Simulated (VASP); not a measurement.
# NaPt2I with PBE: from relaxation to properties, part 4 of 5

Wanted: the relaxed cell of NaPt2I and its properties. The cell is invented: other elements were put on sites of a known structure type. It may not be a known or stable phase.

VASP 6.6.1, plane waves and PAW; the level of theory is named at each step.

So far. Step 5 (Band structure (PBE)): There is no gap at this level. Step 6 (Total and projected DOS (PBE)): The finer mesh and the other smearing move the Fermi level by -0.17 eV from the 5×5×4 run, one measure of the sampling error in the zero of the bands above. Of the states within 0.3 eV of the Fermi level, the largest shares in the PAW spheres are Pt d 40 %, Pt s 11 % and I p 11 %. The rest lies in smaller channels or between the spheres. The relaxed cell has a = 4.801, c = 5.885 Å (conventional setting).

## 7. Zone-centre phonons (PBE)

Level of this step: PBE; plane waves and PAW (Na_pv, Pt, I); invented cell (VASP).

Zone-centre modes test whether the atoms sit at a minimum within this cell. IBRION = 8 takes the force constants from linear response, which needs tightly converged orbitals.

Contents of INCAR:

```
SYSTEM = NaPt2I
PREC = Accurate
ENCUT = 400
EDIFF = 1E-08
NELM = 100
ISMEAR = 1
SIGMA = 0.2
LREAL = .FALSE.
ALGO = Normal
GGA = PE
NBANDS = 23
LORBIT = 11
LWAVE = .FALSE.
LCHARG = .FALSE.
KPAR = 2
IBRION = 8
ISIF = 2
```

Contents of POSCAR:

```
NaPt2I
1.0
    4.8010783366      0.0000000000      0.0000000000
   -2.4005391683      4.1578557924      0.0000000000
    0.0000000000      0.0000000000      5.8848318102
Na Pt I
1 2 1
Direct
    0.0000000000      0.0000000000      0.5000000000
    0.3333333300      0.6666666700      0.0251689436
    0.6666666700      0.3333333300      0.9748310564
    0.0000000000      0.0000000000      0.0000000000
```

Contents of KPOINTS:

```
Automatic mesh
0
Gamma
9 9 7
0 0 0
```

The projector-augmented-wave data sets are Na_pv, Pt and I (PBE family, release 64).

Launch:

```
mpirun -np 2 vasp_std
```

Log:

```text
[... set-up lines as in an earlier step ...]
 entering main loop
       N       E                     dE             d eps       ncg     rms          rms(c)
DAV:   1     0.207943198106E+03    0.20794E+03   -0.13286E+04  3174   0.112E+03
DAV:   2     0.102339148904E+00   -0.20784E+03   -0.19242E+03  3537   0.280E+02
DAV:   3    -0.140794130325E+02   -0.14182E+02   -0.13510E+02  4020   0.733E+01
DAV:   4    -0.144044899479E+02   -0.32508E+00   -0.32432E+00  3601   0.121E+01
DAV:   5    -0.144143932945E+02   -0.99033E-02   -0.99020E-02  4475   0.214E+00    0.151E+01
DAV:   6    -0.141485094868E+02    0.26588E+00   -0.15592E-01  3681   0.252E+00    0.872E+00
DAV:   7    -0.140432921426E+02    0.10522E+00   -0.23595E-01  3714   0.318E+00    0.117E+00
DAV:   8    -0.140411894005E+02    0.21027E-02   -0.17614E-02  3777   0.783E-01    0.121E+00
DAV:   9    -0.140412370688E+02   -0.47668E-04   -0.20066E-03  3686   0.298E-01    0.729E-01
DAV:  10    -0.140419205389E+02   -0.68347E-03   -0.51050E-03  3258   0.371E-01    0.137E-01
DAV:  11    -0.140421178218E+02   -0.19728E-03   -0.25209E-04  3957   0.914E-02    0.127E-01
DAV:  12    -0.140422413294E+02   -0.12351E-03   -0.22710E-04  3356   0.741E-02    0.131E-01
DAV:  13    -0.140422397933E+02    0.15361E-05   -0.43374E-06  4085   0.138E-02    0.468E-02
DAV:  14    -0.140422403717E+02   -0.57839E-06   -0.30888E-06  3447   0.925E-03    0.280E-02
DAV:  15    -0.140422409703E+02   -0.59855E-06   -0.11376E-06  3538   0.520E-03    0.213E-02
DAV:  16    -0.140422411465E+02   -0.17618E-06   -0.78408E-08  3926   0.155E-03    0.643E-03
DAV:  17    -0.140422412540E+02   -0.10749E-06   -0.28056E-08  3501   0.857E-04    0.211E-03
DAV:  18    -0.140422412289E+02    0.25103E-07   -0.15248E-09  2350   0.230E-04    0.857E-04
DAV:  19    -0.140422412191E+02    0.97348E-08   -0.69922E-10  1832   0.159E-04
   1 F= -.14042241E+02 E0= -.14036176E+02  d E =-.181957E-01
 Linear response reoptimize wavefunctions to high precision
DAV:   1    -0.140422412202E+02   -0.10946E-08   -0.12037E-10  1986   0.733E-05
DAV:   2    -0.140422412202E+02   -0.22737E-10   -0.18711E-11  1769   0.321E-05
 Linear response DOF=           6
 Linear response progress:
  Degree of freedom:   1/  6
       N       E                     dE             d eps       ncg     rms          rms(c)
RMM:   1    -0.158403381395E+00   -0.15840E+00   -0.44104E-01  8106   0.340E+00
RMM:   2    -0.161895752133E+00   -0.34924E-02   -0.26480E-02 12118   0.634E-01    0.187E-02
RMM:   3    -0.162103014270E+00   -0.20726E-03   -0.18515E-03 13432   0.157E-01    0.808E-03
RMM:   4    -0.162104775543E+00   -0.17613E-05   -0.11106E-04 14648   0.410E-02    0.333E-03
RMM:   5    -0.162094608258E+00    0.10167E-04   -0.45183E-06 13638   0.117E-02    0.100E-03
RMM:   6    -0.162090401162E+00    0.42071E-05   -0.71154E-07 14508   0.426E-03    0.339E-04
RMM:   7    -0.162088403565E+00    0.19976E-05   -0.12936E-07 15407   0.171E-03    0.155E-04
RMM:   8    -0.162087703609E+00    0.69996E-06   -0.21729E-08 16265   0.694E-04    0.761E-05
RMM:   9    -0.162087530480E+00    0.17313E-06   -0.20406E-09 17098   0.265E-04    0.335E-05
RMM:  10    -0.162087471568E+00    0.58913E-07    0.68781E-10 16874   0.134E-04    0.646E-06
RMM:  11    -0.162087476040E+00   -0.44726E-08    0.16316E-09 16835   0.755E-05    0.613E-06
 first order change of Fermi-energy   0.28773E-04
 force on displaced ion       1 direction 1 :   0.579   0.000   0.000
 Linear response progress:
  Degree of freedom:   2/  6
       N       E                     dE             d eps       ncg     rms          rms(c)
RMM:   1    -0.158569717255E+00   -0.15857E+00   -0.28368E-01  3410   0.538E+00
RMM:   2    -0.162114439855E+00   -0.35447E-02   -0.21150E-02  5106   0.633E-01    0.348E-02
RMM:   3    -0.162329713683E+00   -0.21527E-03   -0.22483E-03  5964   0.186E-01    0.159E-02
RMM:   4    -0.162347127545E+00   -0.17414E-04   -0.18043E-04  6637   0.574E-02    0.599E-03
RMM:   5    -0.162346156644E+00    0.97090E-06   -0.49976E-06  6725   0.143E-02    0.303E-03
RMM:   6    -0.162344474882E+00    0.16818E-05   -0.10037E-06  6469   0.607E-03    0.116E-03
RMM:   7    -0.162343468180E+00    0.10067E-05   -0.16221E-07  6744   0.245E-03    0.601E-04
RMM:   8    -0.162341694495E+00    0.17737E-05   -0.41825E-08  6110   0.162E-03    0.119E-04
RMM:   9    -0.162341091602E+00    0.60289E-06   -0.15994E-08  6870   0.755E-04    0.677E-05
RMM:  10    -0.162340804952E+00    0.28665E-06    0.99402E-10  6865   0.404E-04    0.209E-05
RMM:  11    -0.162340813006E+00   -0.80538E-08    0.10122E-08  7316   0.215E-04    0.152E-05
 first order change of Fermi-energy   0.28204E-03
 force on displaced ion       1 direction 3 :  -0.000   0.000  -3.593
 Linear response progress:
  Degree of freedom:   3/  6
       N       E                     dE             d eps       ncg     rms          rms(c)
RMM:   1    -0.266667979376E+00   -0.26667E+00   -0.26666E-01 23207   0.274E+00
RMM:   2    -0.261066129269E+00    0.56019E-02   -0.11631E-02 25762   0.491E-01    0.122E-01
RMM:   3    -0.261425560963E+00   -0.35943E-03   -0.62343E-04 26250   0.110E-01    0.658E-02
RMM:   4    -0.261696656892E+00   -0.27110E-03   -0.32802E-05 25453   0.303E-02    0.206E-02
RMM:   5    -0.261804968669E+00   -0.10831E-03   -0.43331E-06 26518   0.137E-02    0.304E-03
RMM:   6    -0.261787541966E+00    0.17427E-04   -0.31400E-07 26925   0.419E-03    0.129E-03
RMM:   7    -0.261783470538E+00    0.40714E-05   -0.14196E-06 26076   0.158E-03    0.525E-04
RMM:   8    -0.261782986932E+00    0.48361E-06    0.69561E-10 25354   0.758E-04    0.223E-04
RMM:   9    -0.261779956349E+00    0.30306E-05   -0.12491E-07 25929   0.344E-04    0.803E-05
RMM:  10    -0.261780233774E+00   -0.27743E-06   -0.41315E-08 27734   0.140E-04    0.282E-05
RMM:  11    -0.261780507990E+00   -0.27422E-06   -0.85089E-09 25538   0.740E-05    0.115E-05
RMM:  12    -0.261780577465E+00   -0.69476E-07    0.28473E-09 28008   0.327E-05    0.374E-06
RMM:  13    -0.261780583084E+00   -0.56185E-08    0.12889E-08 27049   0.156E-05    0.123E-06
 first order change of Fermi-energy   0.19620E-04
 force on displaced ion       2 direction 1 :  -4.861   0.014  -0.001
 Linear response progress:
  Degree of freedom:   4/  6
       N       E                     dE             d eps       ncg     rms          rms(c)
RMM:   1    -0.273622609963E+00   -0.27362E+00   -0.25719E-01  5436   0.272E+00
RMM:   2    -0.272341344673E+00    0.12813E-02   -0.95439E-03  6465   0.442E-01    0.160E-01
RMM:   3    -0.272397753264E+00   -0.56409E-04   -0.38509E-04  5788   0.102E-01    0.889E-02
RMM:   4    -0.272919617956E+00   -0.52186E-03   -0.44535E-04  5671   0.967E-02    0.192E-02
RMM:   5    -0.272929927158E+00   -0.10309E-04   -0.25400E-05  6122   0.280E-02    0.116E-02
RMM:   6    -0.272897511256E+00    0.32416E-04   -0.12244E-05  5721   0.155E-02    0.383E-03
RMM:   7    -0.272881637998E+00    0.15873E-04   -0.85594E-07  6221   0.516E-03    0.191E-03
RMM:   8    -0.272855460327E+00    0.26178E-04   -0.21513E-07  5885   0.238E-03    0.822E-04
RMM:   9    -0.272841974168E+00    0.13486E-04   -0.79332E-08  5558   0.154E-03    0.373E-04
RMM:  10    -0.272842987299E+00   -0.10131E-05    0.13262E-07  6251   0.529E-04    0.187E-04
RMM:  11    -0.272845413838E+00   -0.24265E-05   -0.38219E-08  5909   0.318E-04    0.404E-05
RMM:  12    -0.272845583632E+00   -0.16979E-06   -0.16983E-09  6327   0.120E-04    0.120E-05
RMM:  13    -0.272845666167E+00   -0.82535E-07   -0.20780E-08  6710   0.413E-05    0.477E-06
RMM:  14    -0.272845629301E+00    0.36867E-07    0.56961E-09  6720   0.150E-05    0.296E-06
RMM:  15    -0.272845599035E+00    0.30266E-07   -0.15610E-09  5972   0.103E-05    0.839E-07
RMM:  16    -0.272845600400E+00   -0.13653E-08   -0.81843E-10  5271   0.565E-06    0.465E-07
 first order change of Fermi-energy   0.12554E+00
 force on displaced ion       2 direction 3 :  -0.000   0.000  -0.160
 Linear response progress:
  Degree of freedom:   5/  6
       N       E                     dE             d eps       ncg     rms          rms(c)
RMM:   1    -0.783492810495E-01   -0.78349E-01    0.12078E-01 18461   0.104E+00
RMM:   2    -0.788646426464E-01   -0.51536E-03   -0.46505E-03 14752   0.274E-01    0.148E-01
RMM:   3    -0.786499526717E-01    0.21469E-03   -0.30317E-04 14939   0.801E-02    0.980E-02
RMM:   4    -0.784886679045E-01    0.16128E-03   -0.69271E-05 14176   0.422E-02    0.150E-02
RMM:   5    -0.784882415158E-01    0.42639E-06   -0.10705E-05 15469   0.128E-02    0.768E-03
RMM:   6    -0.784918260731E-01   -0.35846E-05    0.10512E-07 14723   0.508E-03    0.228E-03
RMM:   7    -0.784925311310E-01   -0.70506E-06    0.12736E-07 16139   0.176E-03    0.830E-04
RMM:   8    -0.784921566122E-01    0.37452E-06   -0.49595E-08 14771   0.481E-04    0.488E-04
RMM:   9    -0.784922413499E-01   -0.84738E-07   -0.12023E-09 14177   0.249E-04    0.317E-05
RMM:  10    -0.784922818613E-01   -0.40511E-07   -0.34702E-08 15886   0.681E-05    0.143E-05
RMM:  11    -0.784923197887E-01   -0.37927E-07    0.10293E-08 14688   0.250E-05    0.681E-06
RMM:  12    -0.784923245824E-01   -0.47936E-08    0.14062E-08 15014   0.100E-05    0.286E-06
 first order change of Fermi-energy   0.17993E-02
 force on displaced ion       4 direction 1 :  -0.602   0.000   0.000
 Linear response progress:
  Degree of freedom:   6/  6
       N       E                     dE             d eps       ncg     rms          rms(c)
RMM:   1    -0.905169722545E-01   -0.90517E-01    0.63315E-02  7973   0.957E-01
RMM:   2    -0.904124354255E-01    0.10454E-03   -0.19094E-03  6398   0.212E-01    0.770E-02
RMM:   3    -0.903697317662E-01    0.42704E-04   -0.12855E-04  6570   0.593E-02    0.402E-02
RMM:   4    -0.903752819359E-01   -0.55502E-05   -0.32139E-05  6138   0.325E-02    0.900E-03
RMM:   5    -0.903859598925E-01   -0.10678E-04   -0.54170E-06  6250   0.143E-02    0.503E-03
RMM:   6    -0.903946802513E-01   -0.87204E-05   -0.78384E-07  6264   0.509E-03    0.226E-03
RMM:   7    -0.903963579182E-01   -0.16777E-05   -0.94815E-08  6069   0.164E-03    0.295E-04
RMM:   8    -0.903958122703E-01    0.54565E-06    0.41167E-10  6410   0.442E-04    0.128E-04
RMM:   9    -0.903956280427E-01    0.18423E-06   -0.31504E-08  6184   0.179E-04    0.362E-05
RMM:  10    -0.903957815954E-01   -0.15355E-06   -0.68279E-08  6374   0.767E-05    0.210E-05
RMM:  11    -0.903959230696E-01   -0.14147E-06   -0.18964E-08  6075   0.366E-05    0.822E-06
RMM:  12    -0.903959506093E-01   -0.27540E-07    0.37772E-08  6255   0.163E-05    0.439E-06
RMM:  13    -0.903959523153E-01   -0.17060E-08    0.63350E-09  6352   0.765E-06    0.106E-06
 first order change of Fermi-energy   0.14671E-03
 force on displaced ion       4 direction 3 :   0.000  -0.000  -3.280
 Linear response finished
```

It took 20 min on 2 MPI ranks of AMD EPYC 7R43, shared host; peak memory 2.1 GiB; 40 min of CPU time.

Parts of OUTCAR (step 7):

```text
   k-points           NKPTS =     69   k-points in BZ     NKDIM =     69   number of bands    NBANDS=     23

   NELECT =      34.0000    total number of electrons

  Total        0.2355807      0.2355807     -0.0435053      0.0000000      0.0000000      0.0000000
  in kB        3.2129802      3.2129802     -0.5933493      0.0000000      0.0000000      0.0000000
  external PRESSURE =       1.9442037 kB  Pullay stress =       0.0000000 kB

 POSITION                                       TOTAL-FORCE (eV/Angst)
 -----------------------------------------------------------------------------------
      0.00000      0.00000      2.94242         0.000000      0.000000     -0.000000
     -0.00000      2.77190      0.14811        -0.000000      0.000000     -0.059103
      2.40054      1.38595      5.73672         0.000000      0.000000      0.059103
      0.00000      0.00000      0.00000         0.000000      0.000000     -0.000000
 -----------------------------------------------------------------------------------
    total drift:                               -0.000000      0.000000     -0.000000

 Eigenvectors and eigenvalues of the dynamical matrix
 ----------------------------------------------------

   1 f  =    6.868781 THz    43.157825 2PiTHz  229.117879 cm-1    28.406984 meV
             X         Y         Z           dx          dy          dz
      0.000000  0.000000  2.942416    -0.000000    0.000000    0.905627
     -0.000000  2.771904  0.148115    -0.000000    0.000000    0.014551
      2.400539  1.385952  5.736717    -0.000000    0.000000    0.014551
      0.000000  0.000000  0.000000    -0.000000    0.000000   -0.423575

   2 f  =    3.365159 THz    21.143919 2PiTHz  112.249629 cm-1    13.917174 meV
             X         Y         Z           dx          dy          dz
      0.000000  0.000000  2.942416    -0.000000   -0.000000    0.000000
     -0.000000  2.771904  0.148115     0.707107   -0.000000    0.000000
      2.400539  1.385952  5.736717    -0.707107    0.000000   -0.000000
      0.000000  0.000000  0.000000    -0.000000   -0.000000    0.000000

   3 f  =    3.365159 THz    21.143919 2PiTHz  112.249629 cm-1    13.917174 meV
             X         Y         Z           dx          dy          dz
      0.000000  0.000000  2.942416    -0.000000   -0.000000   -0.000000
     -0.000000  2.771904  0.148115     0.000000    0.707107    0.000000
      2.400539  1.385952  5.736717    -0.000000   -0.707107   -0.000000
      0.000000  0.000000  0.000000     0.000000    0.000000    0.000000

   4 f  =    1.617317 THz    10.161904 2PiTHz   53.947894 cm-1     6.688683 meV
             X         Y         Z           dx          dy          dz
      0.000000  0.000000  2.942416     0.148014   -0.000000   -0.000000
     -0.000000  2.771904  0.148115    -0.424275    0.000000   -0.000000
      2.400539  1.385952  5.736717    -0.424275    0.000000   -0.000000
      0.000000  0.000000  0.000000     0.786176   -0.000000    0.000000

   5 f  =    1.617317 THz    10.161903 2PiTHz   53.947894 cm-1     6.688683 meV
             X         Y         Z           dx          dy          dz
      0.000000  0.000000  2.942416    -0.000000   -0.148014    0.000000
     -0.000000  2.771904  0.148115     0.000000    0.424275    0.000000
      2.400539  1.385952  5.736717     0.000000    0.424275    0.000000
      0.000000  0.000000  0.000000    -0.000000   -0.786176    0.000000

   6 f  =    1.158703 THz     7.280343 2PiTHz   38.650160 cm-1     4.792007 meV
             X         Y         Z           dx          dy          dz
      0.000000  0.000000  2.942416     0.000000   -0.000000   -0.000000
     -0.000000  2.771904  0.148115     0.000000   -0.000000   -0.707107
      2.400539  1.385952  5.736717     0.000000   -0.000000    0.707107
      0.000000  0.000000  0.000000    -0.000000   -0.000000    0.000000

   7 f  =    0.021604 THz     0.135745 2PiTHz    0.720646 cm-1     0.089349 meV
             X         Y         Z           dx          dy          dz
      0.000000  0.000000  2.942416    -0.000000    0.000000    0.202795
     -0.000000  2.771904  0.148115    -0.000000    0.000000    0.605424
      2.400539  1.385952  5.736717    -0.000000    0.000000    0.605424
      0.000000  0.000000  0.000000    -0.000000    0.000000    0.475183

   8 f/i=    0.155785 THz     0.978825 2PiTHz    5.196424 cm-1     0.644274 meV
             X         Y         Z           dx          dy          dz
      0.000000  0.000000  2.942416    -0.000001    0.235267   -0.000000
     -0.000000  2.771904  0.148115    -0.000003    0.561071   -0.000000
      2.400539  1.385952  5.736717    -0.000003    0.561071   -0.000000
      0.000000  0.000000  0.000000    -0.000003    0.561292    0.000000

   9 f/i=    0.155785 THz     0.978825 2PiTHz    5.196424 cm-1     0.644274 meV
             X         Y         Z           dx          dy          dz
      0.000000  0.000000  2.942416    -0.235267   -0.000001   -0.000000
     -0.000000  2.771904  0.148115    -0.561071   -0.000003    0.000000
      2.400539  1.385952  5.736717    -0.561071   -0.000003    0.000000
      0.000000  0.000000  0.000000    -0.561292   -0.000003    0.000000

  10 f/i=    1.900761 THz    11.942835 2PiTHz   63.402570 cm-1     7.860913 meV
             X         Y         Z           dx          dy          dz
      0.000000  0.000000  2.942416    -0.000000    0.000000   -0.372443
     -0.000000  2.771904  0.148115    -0.000000    0.000000    0.365035
      2.400539  1.385952  5.736717    -0.000000    0.000000    0.365035
      0.000000  0.000000  0.000000    -0.000000    0.000000   -0.771223

  11 f/i=    2.593900 THz    16.297955 2PiTHz   86.523197 cm-1    10.727504 meV
             X         Y         Z           dx          dy          dz
      0.000000  0.000000  2.942416    -0.000000   -0.960594   -0.000000
     -0.000000  2.771904  0.148115     0.000000    0.072042   -0.000000
      2.400539  1.385952  5.736717     0.000000    0.072042    0.000000
      0.000000  0.000000  0.000000     0.000000    0.258609    0.000000

  12 f/i=    2.593900 THz    16.297956 2PiTHz   86.523197 cm-1    10.727504 meV
             X         Y         Z           dx          dy          dz
      0.000000  0.000000  2.942416     0.960594   -0.000000    0.000000
     -0.000000  2.771904  0.148115    -0.072042    0.000000   -0.000000
      2.400539  1.385952  5.736717    -0.072042    0.000000    0.000000
      0.000000  0.000000  0.000000    -0.258609    0.000000    0.000000

 ELASTIC MODULI CONTR FROM IONIC RELAXATION (kBar)
 Direction    XX          YY          ZZ          XY          YZ          ZX
 --------------------------------------------------------------------------------
 XX        -464.6162   -376.0475     28.2065      0.0000    -19.7959      0.0000
 YY        -376.0475   -464.6162     28.2065      0.0000     19.7959      0.0000
 ZZ          28.2065     28.2065     -1.8928     -0.0000     -0.0000     -0.0000
 XY           0.0000      0.0000     -0.0000    -44.2843     -0.0000    -17.2033
 YZ         -19.7959     19.7959     -0.0000     -0.0000     -8.8491     -0.0000
 ZX           0.0000      0.0000     -0.0000    -17.2033     -0.0000     -6.6830
 --------------------------------------------------------------------------------

[... 6 parts as in an earlier step ...]

[... 4 further parts left out ...]
```

Energies printed during the response cycles are not total energies of the cell.

Numbers from this step:

- bands: 23
- irreducible k-points: 69
- pressure of the cell: 0.1944 GPa
- largest force of the cell: 0.05910 eV/Å
- Fermi energy: 4.264 eV

The modes at Γ (shares of kinetic energy by element, %) (negative means imaginary):

```tsv
mode	frequency (cm⁻¹)	symmetry	Na %	Pt %	I %
1	-86.5	Eu	92	1	7
2	-86.5	Eu	92	1	7
3	-63.4	A2u	14	27	59
4	-5.2	acoustic	6	63	32
5	-5.2	acoustic	6	63	32
6	0.7	acoustic	4	73	23
7	38.7	A1g	0	100	0
8	53.9	Eu	2	36	62
9	53.9	Eu	2	36	62
10	112.2	Eg	0	100	0
11	112.2	Eg	0	100	0
12	229.1	A2u	82	0	18
```

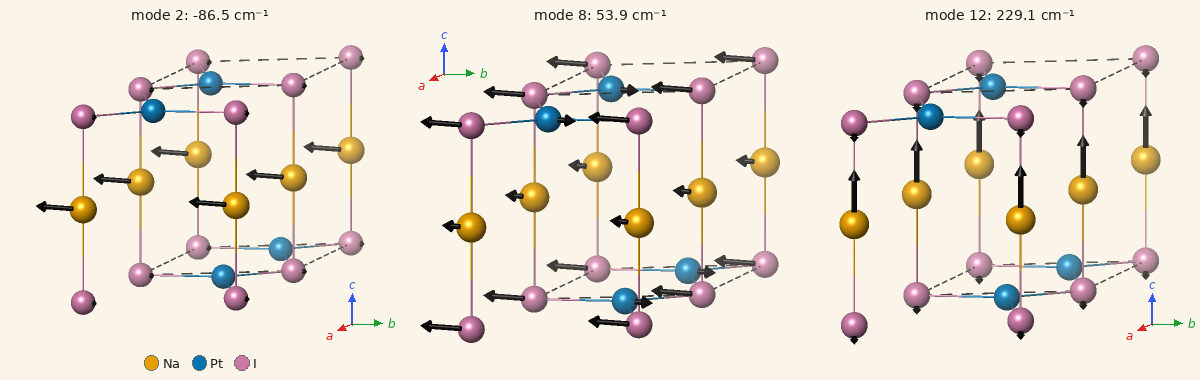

Displacement patterns of modes 2, 8 and 12 at Γ; arrows are exaggerated. 2×1×1 cells are drawn. Some periodic images of atoms are drawn too.

The three acoustic modes lie within 5.2 cm⁻¹ of zero, but 3 optical modes are imaginary, so the cell is a saddle point and not a minimum. By the characters of their eigenvectors the optical modes sort into (cm⁻¹) Raman active: A1g 39, Eg 112; infrared active: Eu 87i, A2u 63i, Eu 54, A2u 229. With a centre of inversion no mode is active in both.

(Part 4 of 5 ends here.)

[Lines on the potential files, build, host, timing and source positions are cut from VASP's logs without a mark.]

[Logs are printed without paths, hosts, clocks, repeated set-up lines and the standing remarks that a program may print on its own settings, such as how far it seeks lower states.]

[Hosts, paths, dates, database ids (printed as entryN), source tags and the programs' standing remarks are cut or masked in the printed files.]

[A measured line is paired with the nearest computed mode of its activity, which favours agreement.]

[In band tables of VASP the shares of atoms and orbitals are scaled to a sum of 1 inside the atoms' spheres.]
